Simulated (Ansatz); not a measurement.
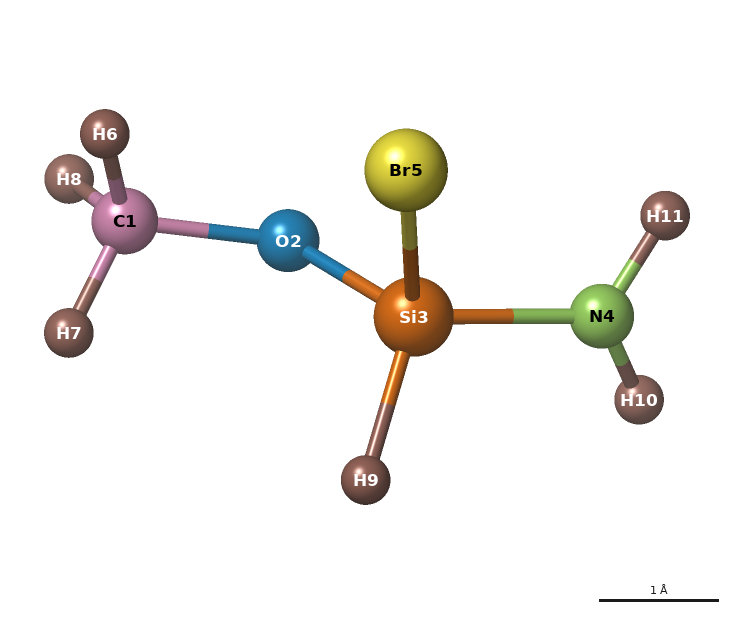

The computed structure is the end point of a PBE0-D4/def2-TZVP optimisation. No frequency run is at hand to confirm it as a minimum.

List the bonds and their lengths.

| bond | length (Å) | order |
| --- | --- | --- |
| C1–O2 | 1.411 | single |
| C1–H6 | 1.094 | single |
| C1–H7 | 1.096 | single |
| C1–H8 | 1.091 | single |
| O2–Si3 | 1.631 | single |
| Si3–N4 | 1.689 | single |
| Si3–Br5 | 2.229 | single |
| Si3–H9 | 1.479 | single |
| N4–H10 | 1.007 | single |
| N4–H11 | 1.006 | single |
